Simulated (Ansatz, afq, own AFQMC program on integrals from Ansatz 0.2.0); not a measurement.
**CH3Ge (doublet): AFQMC on the coupled-cluster ladder, cc-pVTZ, part 1 of 2**

Aim: compute CH3Ge (doublet) with auxiliary-field quantum Monte Carlo on the same integrals as coupled cluster, and set the energies side by side.

Computed with Ansatz 0.2.0, Gaussian basis, and an in-house AFQMC program (afq) on its integrals; all values are calculated. Level: cc-pVTZ, frozen cores.

To be run: PBE (unrestricted); CCSD(T) on UHF; r2SCAN (unrestricted); PBE0 (unrestricted); CCSD(T) on UHF; B3LYP (unrestricted); wB97M-V (unrestricted); CCSD(T) on UHF; B2PLYP (unrestricted); Phaseless AFQMC, CISD trial on UHF; Phaseless AFQMC, single-determinant trial on UHF; Free-projection AFQMC, CISD trial on UHF; CCSD(T) on ROHF; Phaseless AFQMC, CISD trial on ROHF; Phaseless AFQMC, single-determinant trial on ROHF; Free-projection AFQMC, CISD trial on ROHF.

## (1) The geometry

The geometry is a PBE0/def2-TZVP stationary point (not a proven minimum). No spin-orbit coupling is included. The filled d shell of Ge may be among the frozen orbitals whatever the setting's name suggests; the logs give the count.

5 atoms, charge 0, spin multiplicity 2.

Atoms are counted from 1 here; the program's logs count them from 0.

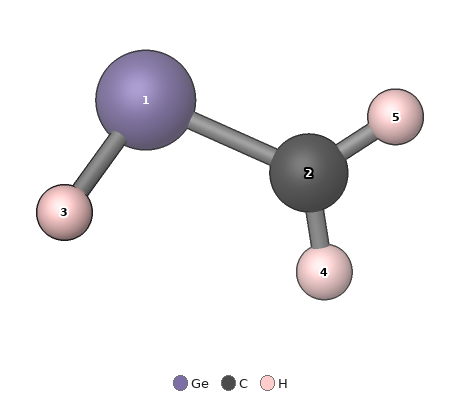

The structure; germanium purple, carbon dark grey, hydrogen pink; atoms are numbered from 1 in the order of the file.

## (2) PBE (unrestricted)

Contents of in.yaml:

```yaml
crystal:
  periodic: [false, false, false]
  atoms:
    - {symbol: Ge, position_ang: [-0.010779, 0.032151, 0.310414]}
    - {symbol: C, position_ang: [0.050474, -0.062529, -1.571171]}
    - {symbol: H, position_ang: [0.350811, -1.472587, 0.652420]}
    - {symbol: H, position_ang: [-0.400886, -0.903724, -2.097076]}
    - {symbol: H, position_ang: [0.225451, 0.804390, -2.203997]}
basis:
  gaussian: {orbitals: cc-pVTZ}
magnetization: {spin_polarized: true, initial_magnetization: 1}
hamiltonian: {xc: {name: PBE}}
output: {orbitals: {seedname: orbitals}}
```

Command:

```console
ansatz run in.yaml --threads 1 --pin off --events-out ev --progress --plain --max-ram 5632MiB --backend cpu
```

The program printed:

```text
Functional definition: PBE
  name "PBE"
  cite "Perdew, Burke & Ernzerhof, Phys. Rev. Lett. 77, 3865 (1996) doi:10.1103/PhysRevLett.77.3865"
  parent pbe
  parameter kappa = 0.804
  parameter beta = 0.06672455060314922
  exchange = pbe_x(kappa = kappa, mu = beta*pi^2/3)
  correlation = pbe_c(beta = beta)
701 factors; their error is unknown
mean field evaluation 1: about -57576.5701 eV, gradient 5.5e1 eV
mean field evaluation 2: about -57484.0388 eV, gradient 1.0e2 eV
mean field evaluation 4: about -57589.1416 eV, gradient 2.0e1 eV
mean field evaluation 8: about -57592.6797 eV, gradient 2.6e-1 eV
mean field evaluation 16: about -57592.6722 eV, gradient 2.7e-3 eV
mean field -57592.67219909 eV, -2116.4916656014 hartree, gradient 7.9e-5 eV, S^2 0.777129; 3 other end points of the search recorded, 0 dependent functions left out
reference -57592.67223032 eV, -2116.4916667491 hartree; 21, 20 occupied and 94, 95 virtual orbitals, 701 factors
Total energy: -57592.67223032 eV, -2116.4916667491 hartree
```

Wall time 2.8 s (1 thread of AMD EPYC 7R13 (Zen 3), shared host); peak memory 0.72 GiB.

From the report: ⟨S²⟩ of the determinant 0.777 (pure doublet: 0.75).

## (3) CCSD(T) on UHF

Edit in.yaml of step 2 so:

```diff
@@ -11,3 +11,2 @@
 magnetization: {spin_polarized: true, initial_magnetization: 1}
-hamiltonian: {xc: {name: PBE}}
-output: {orbitals: {seedname: orbitals}}
+correlation: {method: ccsd_t, electrons: outside_noble_gas, hamiltonian_folder: ham}
```

Command:

```console
ansatz run in.yaml --threads 1 --pin off --events-out ev --progress --plain --max-ram 16896MiB --backend cuda --devices 0, --max-vram 18GiB
```

The program printed, shortened:

```text
Functional definition: HF
  name "HF"
  cite "Fock, Z. Phys. 61, 126 (1930) doi:10.1007/BF01340294"
  parent pbe
[...]
682 factors; integrals over basis functions are off by at most 1.1e-3 eV
[...]
mean field -57550.83581863 eV, -2114.9542069771 hartree, gradient 2.0e-6 eV, S^2 1.075811; 5 other end points of the search recorded, 0 dependent functions left out
determinant -57550.83581863 eV, -2114.9542069771 hartree, with singles and doubles -57558.36651282 eV, -2115.2309548840 hartree
determinant -57550.23299905 eV, -2114.9320537660 hartree, with singles and doubles -57557.85699873 eV, -2115.2122305867 hartree
determinant -57549.92047571 eV, -2114.9205687453 hartree, with singles and doubles -57558.18485661 eV, -2115.2242791416 hartree
determinant -57549.49500973 eV, -2114.9049331590 hartree, with singles and doubles -57557.00850928 eV, -2115.1810491744 hartree
determinant -57548.72545606 eV, -2114.8766525830 hartree, with singles and doubles -57556.01034294 eV, -2115.1443672381 hartree
determinant -57550.83581863 eV, -2114.9542069771 hartree, with singles and doubles -57558.26450263 eV, -2115.2272060786 hartree
determinant -57550.23299905 eV, -2114.9320537660 hartree, with singles and doubles -57557.89313290 eV, -2115.2135584929 hartree
determinant -57549.92047571 eV, -2114.9205687453 hartree, with singles and doubles -57558.12677272 eV, -2115.2221445980 hartree
15 core orbitals not correlated: weight in the atoms' cores, before any rotation towards them, 0.999 or more for the frozen orbitals, at most 0.001 for the correlated occupied ones
reference -57550.83581863 eV, -2114.9542069771 hartree; 6, 5 occupied and 94, 95 virtual orbitals, 682 factors
second order -6.37050373 eV of doubles, -0.00000000 eV of singles
cycle   1  -7.42868414 eV  change   -1.5e-7 eV  update   1.8e-6
perturbative correction -0.30476842 eV, -0.0112000328 hartree
Total energy: -57558.56927119 eV, -2115.2384061167 hartree
```

Run time: 8 s. Hardware: 1 × NVIDIA H100 80GB HBM3 with 1 thread of AMD EPYC 7R13 (Zen 3), shared host; peak host memory 0.84 GiB.

From the report: ⟨S²⟩ of the determinant 1.076 (pure doublet: 0.75); correlation -7.7335 eV; T1 0.050; largest double amplitude 0.09.

This run also writes the integrals to the folder ham.

## (4) r2SCAN (unrestricted)

Edit in.yaml of step 3 so:

```diff
@@ -11,2 +11,2 @@
 magnetization: {spin_polarized: true, initial_magnetization: 1}
-correlation: {method: ccsd_t, electrons: outside_noble_gas, hamiltonian_folder: ham}
+hamiltonian: {xc: {name: r2SCAN}}
```

Command:

```console
ansatz run in.yaml --threads 1 --pin off --events-out ev --progress --plain --max-ram 5632MiB --backend cpu
```

The program printed:

```text
Functional definition: r2SCAN
  name "r2SCAN"
  cite "Furness, Kaplan, Ning, Perdew & Sun, J. Phys. Chem. Lett. 11, 8208 (2020) doi:10.1021/acs.jpclett.0c02405"
  cite "Furness, Kaplan, Ning, Perdew & Sun, J. Phys. Chem. Lett. 11, 9248 (2020) doi:10.1021/acs.jpclett.0c03077"
  parent r2scan
  parameter k0 = 0.174
  parameter k1 = 0.065
  parameter a1 = 4.9479
  exchange = r2scan_x(k0 = k0, k1 = k1, a1 = a1)
  correlation = r2scan_c
701 factors; their error is unknown
mean field evaluation 1: about -57588.6238 eV, gradient 4.9e1 eV
mean field evaluation 2: about -57524.2217 eV, gradient 9.0e1 eV
mean field evaluation 4: about -57600.3119 eV, gradient 1.4e1 eV
mean field evaluation 8: about -57601.8591 eV, gradient 4.1e-1 eV
mean field evaluation 16: about -57601.8594 eV, gradient 3.4e-3 eV
mean field -57601.85938210 eV, -2116.8292883497 hartree, gradient 5.3e-5 eV, S^2 0.846709; 1 other end points of the search recorded, 0 dependent functions left out
reference -57601.85939397 eV, -2116.8292887859 hartree; 21, 20 occupied and 94, 95 virtual orbitals, 701 factors
Total energy: -57601.85939397 eV, -2116.8292887859 hartree
```

It took 6 s on 1 thread of AMD EPYC 7R13 (Zen 3), shared host; peak memory 0.72 GiB.

From the report: ⟨S²⟩ of the determinant 0.847 (pure doublet: 0.75).

## (5) PBE0 (unrestricted)

Edit in.yaml of step 4 so:

```diff
@@ -11,2 +11,3 @@
 magnetization: {spin_polarized: true, initial_magnetization: 1}
-hamiltonian: {xc: {name: r2SCAN}}
+hamiltonian: {xc: {name: PBE0}}
+output: {orbitals: {seedname: orbitals}}
```

The command is unchanged.

The program printed:

```text
Functional definition: PBE0
  name "PBE0"
  cite "Adamo & Barone, J. Chem. Phys. 110, 6158 (1999) doi:10.1063/1.478522"
  cite "Perdew, Burke & Ernzerhof, Phys. Rev. Lett. 77, 3865 (1996) doi:10.1103/PhysRevLett.77.3865"
  parent pbe
  parameter a = 0.25
  parameter kappa = 0.804
  parameter beta = 0.06672455060314922
  exchange = (1 - a)*pbe_x(kappa = kappa, mu = beta*pi^2/3) + a*exact_x
  correlation = pbe_c(beta = beta)
767 factors; their error is unknown
mean field evaluation 1: about -57583.3948 eV, gradient 4.4e1 eV
mean field evaluation 2: about -57543.1525 eV, gradient 7.8e1 eV
mean field evaluation 4: about -57593.5847 eV, gradient 6.7e0 eV
mean field evaluation 8: about -57594.0153 eV, gradient 3.8e-1 eV
mean field evaluation 16: about -57594.2309 eV, gradient 3.3e-3 eV
mean field -57594.23091133 eV, -2116.5489472196 hartree, gradient 1.5e-5 eV, S^2 0.830154; 2 other end points of the search recorded, 0 dependent functions left out
reference -57594.23093464 eV, -2116.5489480763 hartree; 21, 20 occupied and 94, 95 virtual orbitals, 767 factors
Total energy: -57594.23093464 eV, -2116.5489480763 hartree
```

Wall time 3.8 s (1 thread of AMD EPYC 7R13 (Zen 3), shared host); peak memory 0.72 GiB.

From the report: ⟨S²⟩ of the determinant 0.830 (pure doublet: 0.75).

## (6) CCSD(T) on UHF

Edit in.yaml of step 5 so:

```diff
@@ -9,5 +9,4 @@
 basis:
-  gaussian: {orbitals: cc-pVTZ}
+  gaussian: {orbitals: def2-TZVPP}
 magnetization: {spin_polarized: true, initial_magnetization: 1}
-hamiltonian: {xc: {name: PBE0}}
-output: {orbitals: {seedname: orbitals}}
+correlation: {method: ccsd_t, electrons: outside_noble_gas}
```

Command:

```console
ansatz run in.yaml --threads 1 --pin off --events-out ev --progress --plain --max-ram 16896MiB --backend cuda --devices 0, --max-vram 18GiB
```

The program printed, shortened:

```text
Functional definition: HF
  name "HF"
  cite "Fock, Z. Phys. 61, 126 (1930) doi:10.1007/BF01340294"
  parent pbe
[...]
736 factors; integrals over basis functions are off by at most 1.3e-3 eV
[...]
mean field -57549.79778945 eV, -2114.9160601084 hartree, gradient 1.8e-6 eV, S^2 1.077337; 6 other end points of the search recorded, 0 dependent functions left out
determinant -57549.79778945 eV, -2114.9160601084 hartree, with singles and doubles -57557.31636553 eV, -2115.1923626830 hartree
determinant -57549.19326803 eV, -2114.8938443557 hartree, with singles and doubles -57556.81545349 eV, -2115.1739545052 hartree
determinant -57548.88467642 eV, -2114.8825038233 hartree, with singles and doubles -57557.13874514 eV, -2115.1858352538 hartree
determinant -57548.45542456 eV, -2114.8667291084 hartree, with singles and doubles -57555.96655741 eV, -2115.1427581497 hartree
determinant -57547.68302862 eV, -2114.8383440811 hartree, with singles and doubles -57554.96055240 eV, -2115.1057881474 hartree
determinant -57549.79778945 eV, -2114.9160601084 hartree, with singles and doubles -57557.21594736 eV, -2115.1886723832 hartree
determinant -57549.19326803 eV, -2114.8938443557 hartree, with singles and doubles -57556.84844424 eV, -2115.1751668927 hartree
determinant -57548.88467642 eV, -2114.8825038233 hartree, with singles and doubles -57557.07943833 eV, -2115.1836557689 hartree
15 core orbitals not correlated: weight in the atoms' cores, before any rotation towards them, 0.999 or more for the frozen orbitals, at most 0.001 for the correlated occupied ones
reference -57549.79778945 eV, -2114.9160601084 hartree; 6, 5 occupied and 100, 101 virtual orbitals, 736 factors
second order -6.35738223 eV of doubles, -0.00000000 eV of singles
cycle   1  -7.41815823 eV  change   -3.2e-7 eV  update   1.8e-6
perturbative correction -0.30373390 eV, -0.0111620148 hartree
Total energy: -57557.51968158 eV, -2115.1998344098 hartree
```

Wall time 8 s (1 × NVIDIA H100 80GB HBM3 with 1 thread of AMD EPYC 7R13 (Zen 3), shared host); peak host memory 0.86 GiB.

From the report: ⟨S²⟩ of the determinant 1.077 (pure doublet: 0.75); correlation -7.7219 eV; T1 0.051; largest double amplitude 0.10.

## (7) B3LYP (unrestricted)

Edit in.yaml of step 6 so:

```diff
@@ -9,4 +9,4 @@
 basis:
-  gaussian: {orbitals: def2-TZVPP}
+  gaussian: {orbitals: cc-pVTZ}
 magnetization: {spin_polarized: true, initial_magnetization: 1}
-correlation: {method: ccsd_t, electrons: outside_noble_gas}
+hamiltonian: {xc: {name: B3LYP}}
```

Command:

```console
ansatz run in.yaml --threads 1 --pin off --events-out ev --progress --plain --max-ram 5632MiB --backend cpu
```

The program printed, shortened:

```text
Functional definition: B3LYP
  name "B3LYP"
  cite "Stephens, Devlin, Chabalowski & Frisch, J. Phys. Chem. 98, 11623 (1994) doi:10.1021/j100096a001"
  cite "Becke, Phys. Rev. A 38, 3098 (1988) doi:10.1103/PhysRevA.38.3098"
  cite "Lee, Yang & Parr, Phys. Rev. B 37, 785 (1988) doi:10.1103/PhysRevB.37.785"
  cite "Vosko, Wilk & Nusair, Can. J. Phys. 58, 1200 (1980) doi:10.1139/p80-159"
[...]
758 factors; their error is unknown
[...]
mean field -57604.27056312 eV, -2116.9178976177 hartree, gradient 4.8e-6 eV, S^2 0.798195; 2 other end points of the search recorded, 0 dependent functions left out
reference -57604.27076557 eV, -2116.9179050578 hartree; 21, 20 occupied and 94, 95 virtual orbitals, 758 factors
Total energy: -57604.27076557 eV, -2116.9179050578 hartree
```

It took 3.6 s on 1 thread of AMD EPYC 7R13 (Zen 3), shared host; peak memory 0.72 GiB.

From the report: ⟨S²⟩ of the determinant 0.798 (pure doublet: 0.75).

## (8) wB97M-V (unrestricted)

Edit in.yaml of step 7 so:

```diff
@@ -11,2 +11,3 @@
 magnetization: {spin_polarized: true, initial_magnetization: 1}
-hamiltonian: {xc: {name: B3LYP}}
+hamiltonian: {xc: {name: wB97M-V}}
+output: {orbitals: {seedname: orbitals}}
```

Launched as before.

The program printed, shortened:

```text
Functional definition: wB97M-V
  name "wB97M-V"
  cite "Mardirossian & Head-Gordon, J. Chem. Phys. 144, 214110 (2016) doi:10.1063/1.4952647"
  cite "Becke, J. Chem. Phys. 107, 8554 (1997) doi:10.1063/1.475007"
  cite "Vydrov & Van Voorhis, J. Chem. Phys. 133, 244103 (2010) doi:10.1063/1.3521275"
  # Of w^i u^j: cxij and so on, Table III.
[...]
  gx(w, u) = 1 - cx + cx01*u + cx10*w
  gss(w, u) = css00 + css04*u^4 + css10*w + css20*w^2 + css43*w^4*u^3
  gos(w, u) = cos00 + cos10*w + (cos20 + cos21*u)*w^2 + (cos60 + cos61*u)*w^6
[...]
      + integral(e_c_pw_mod_opposite_spin*gos(b97_w_opposite, b97_u_opposite)) + vv10(b, c)
751 factors; their error is unknown
173 factors; integrals over basis functions are off by at most 8.3e-6 eV
[...]
mean field -57598.86756193 eV, -2116.7193409863 hartree, gradient 4.4e-5 eV, S^2 0.814865; 2 other end points of the search recorded, 0 dependent functions left out
reference -57598.86759961 eV, -2116.7193423708 hartree; 21, 20 occupied and 94, 95 virtual orbitals, 751 factors
Total energy: -57598.86759961 eV, -2116.7193423708 hartree
```

Run time: 12 s. Hardware: 1 thread of AMD EPYC 7R13 (Zen 3), shared host; peak memory 0.72 GiB.

From the report: ⟨S²⟩ of the determinant 0.815 (pure doublet: 0.75).

## (9) CCSD(T) on UHF

Edit in.yaml of step 8 so:

```diff
@@ -9,5 +9,4 @@
 basis:
-  gaussian: {orbitals: cc-pVTZ}
+  gaussian: {orbitals: "def2-QZVPP.json"}
 magnetization: {spin_polarized: true, initial_magnetization: 1}
-hamiltonian: {xc: {name: wB97M-V}}
-output: {orbitals: {seedname: orbitals}}
+correlation: {method: ccsd_t, electrons: outside_noble_gas}
```

Command:

```console
ansatz run in.yaml --threads 1 --pin off --events-out ev --progress --plain --max-ram 16896MiB --backend cuda --devices 0, --max-vram 18GiB
```

The program printed, shortened:

```text
Functional definition: HF
  name "HF"
  cite "Fock, Z. Phys. 61, 126 (1930) doi:10.1007/BF01340294"
  parent pbe
[...]
1476 factors; integrals over basis functions are off by at most 9.0e-4 eV
[...]
mean field -57550.99360234 eV, -2114.9600054213 hartree, gradient 2.0e-6 eV, S^2 1.074744; 4 other end points of the search recorded, 0 dependent functions left out
determinant -57550.99360234 eV, -2114.9600054213 hartree, with singles and doubles -57558.96188519 eV, -2115.2528344150 hartree
determinant -57550.39156122 eV, -2114.9378808184 hartree, with singles and doubles -57558.43651608 eV, -2115.2335274564 hartree
determinant -57550.08442806 eV, -2114.9265938830 hartree, with singles and doubles -57558.78435696 eV, -2115.2463103731 hartree
determinant -57550.99360234 eV, -2114.9600054213 hartree, with singles and doubles -57558.76037559 eV, -2115.2454290738 hartree
determinant -57550.39156122 eV, -2114.9378808184 hartree, with singles and doubles -57558.38417985 eV, -2115.2316041356 hartree
determinant -57550.08442806 eV, -2114.9265938830 hartree, with singles and doubles -57558.61887455 eV, -2115.2402290067 hartree
15 core orbitals not correlated: weight in the atoms' cores, before any rotation towards them, 0.999 or more for the frozen orbitals, at most 0.001 for the correlated occupied ones
reference -57550.99360234 eV, -2114.9600054213 hartree; 6, 5 occupied and 215, 216 virtual orbitals, 1476 factors
second order -6.79435115 eV of doubles, -0.00000000 eV of singles
cycle   1  -7.76677259 eV  change    6.6e-7 eV  update   3.3e-6
perturbative correction -0.33460656 eV, -0.0122965644 hartree
Total energy: -57559.09498149 eV, -2115.2577256140 hartree
```

Wall time 18 s (1 × NVIDIA H100 80GB HBM3 with 1 thread of AMD EPYC 7R13 (Zen 3), shared host); peak host memory 1.2 GiB.

From the report: ⟨S²⟩ of the determinant 1.075 (pure doublet: 0.75); correlation -8.1014 eV; T1 0.051; largest double amplitude 0.08.

## (10) B2PLYP (unrestricted)

Edit in.yaml of step 9 so:

```diff
@@ -9,4 +9,5 @@
 basis:
-  gaussian: {orbitals: "def2-QZVPP.json"}
+  gaussian: {orbitals: cc-pVTZ}
 magnetization: {spin_polarized: true, initial_magnetization: 1}
-correlation: {method: ccsd_t, electrons: outside_noble_gas}
+hamiltonian: {xc: {name: B2PLYP}}
+correlation: {electrons: outside_noble_gas}
```

Command:

```console
ansatz run in.yaml --threads 1 --pin off --events-out ev --progress --plain --max-ram 5632MiB --backend cpu
```

The program printed, shortened:

```text
Functional definition: B2PLYP
  name "B2PLYP"
  cite "Grimme, J. Chem. Phys. 124, 034108 (2006) doi:10.1063/1.2148954"
  cite "Becke, Phys. Rev. A 38, 3098 (1988) doi:10.1103/PhysRevA.38.3098"
  cite "Lee, Yang & Parr, Phys. Rev. B 37, 785 (1988) doi:10.1103/PhysRevB.37.785"
[...]
682 factors; integrals over basis functions are off by at most 1.1e-3 eV
[...]
mean field -57588.23039041 eV, -2116.3284321430 hartree, gradient 6.7e-6 eV, S^2 0.876349; 4 other end points of the search recorded, 0 dependent functions left out
15 core orbitals not correlated: weight in the atoms' cores, before any rotation towards them, 0.999 or more for the frozen orbitals, at most 0.001 for the correlated occupied ones
reference -57588.23051842 eV, -2116.3284368472 hartree; 6, 5 occupied and 94, 95 virtual orbitals, 682 factors
second order -8.17820930 eV of doubles, -0.00000000 eV of singles
Total energy: -57590.43863493 eV, -2116.4095836322 hartree
```

Run time: 8 s. Hardware: 1 thread of AMD EPYC 7R13 (Zen 3), shared host; peak memory 0.72 GiB.

From the report: ⟨S²⟩ of the determinant 0.876 (pure doublet: 0.75).

## (11) Phaseless AFQMC, CISD trial on UHF

It reads the integrals that the CCSD(T) run on this determinant wrote.

Command:

```console
afq ham --method phaseless --trial cisd --walkers 400 --populations 10 --least-time 60 --time-step 0.005 --steps-per-block 50 --equilibration-blocks 28 --max-blocks 4000 --target-error 0.0002 --factor-cut 1e-05 --start spin_pure --seed 5878 --release-times 0.24,0.51,0.99,1.62,2.4 --release-step 0.03 --release-every 3 --taylor-order 6
```

The program printed:

```text
orbitals 100  electrons 6 5  factors 636 of 682
reference energy -2114.95420698 Eh
CCSD correlation -0.27299901 Eh in 17 cycles, weight of the determinant in the CISD state 0.8201
energy of the start -2115.207724 Eh
 block  time / (1/Eh)  mean weight  energy / Eh
     1     0.250  1.0009  -2115.215832
     2     0.500  0.9998  -2115.222164
     3     0.750  0.9990  -2115.227766
     4     1.000  0.9998  -2115.230592
     5     1.250  0.9991  -2115.231859
     6     1.500  1.0004  -2115.233392
     7     1.750  0.9995  -2115.237015
     8     2.000  1.0014  -2115.236303
     9     2.250  1.0007  -2115.238584
    10     2.500  0.9999  -2115.235727
    14     3.500  1.0008  -2115.238200
    27     6.750  0.9997  -2115.238542
    40    10.000  0.9986  -2115.244112
    53    13.250  0.9994  -2115.241870
    66    16.500  0.9993  -2115.244958
    79    19.750  0.9991  -2115.237595
    92    23.000  0.9993  -2115.236275
   105    26.250  1.0003  -2115.239831
   118    29.500  1.0003  -2115.243132
   131    32.750  1.0007  -2115.243607
   144    36.000  0.9999  -2115.241555
   157    39.250  1.0003  -2115.241803
   170    42.500  0.9993  -2115.243043
   183    45.750  1.0004  -2115.243641
   196    49.000  0.9996  -2115.240671
   209    52.250  1.0004  -2115.243354
   222    55.500  0.9998  -2115.240356
   235    58.750  1.0001  -2115.239665
   248    62.000  1.0009  -2115.239300
   261    65.250  1.0004  -2115.242118
   274    68.500  0.9998  -2115.244258
   287    71.750  1.0001  -2115.240333
   300    75.000  1.0016  -2115.238605
   313    78.250  0.9999  -2115.236731
   326    81.500  1.0008  -2115.241324
   339    84.750  1.0003  -2115.239837
   352    88.000  0.9998  -2115.240405
   365    91.250  0.9999  -2115.238350
   378    94.500  0.9997  -2115.237338
   391    97.750  1.0009  -2115.239638
   404   101.000  1.0004  -2115.238685
   417   104.250  0.9993  -2115.237441
   430   107.500  0.9996  -2115.245125
   443   110.750  0.9993  -2115.243248
   456   114.000  1.0001  -2115.243500
   469   117.250  0.9996  -2115.238851
   482   120.500  0.9999  -2115.241881
   495   123.750  0.9990  -2115.240768
   508   127.000  1.0002  -2115.243947
   521   130.250  1.0004  -2115.239050
   534   133.500  1.0002  -2115.239900
error from the spread of 10 populations
released: time / (1/Eh)  energy / Eh  error  mean overlap
  0.24  -2115.241169  0.000150  0.9997
  0.51  -2115.242125  0.000708  0.9953
  0.99  -2115.241807  0.000110  0.9835
  1.62  -2115.242038  0.000291  0.9706
  2.40  -2115.241609  0.000264  0.9732
energy -2115.241048 +/- 0.000198 Eh
```

Run time: 3.5 min. Hardware: 1 × NVIDIA H100 80GB HBM3 with 2 threads of AMD EPYC 7R13 (Zen 3), shared host; peak host memory 1.6 GiB.

Energy -57558.6412 ± 0.0054 eV. Caveats: constraint bias not in the error.

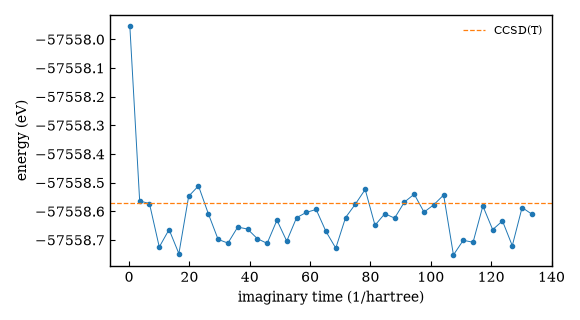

Block energies along the walk.

(Continued in part 2 of 2.)
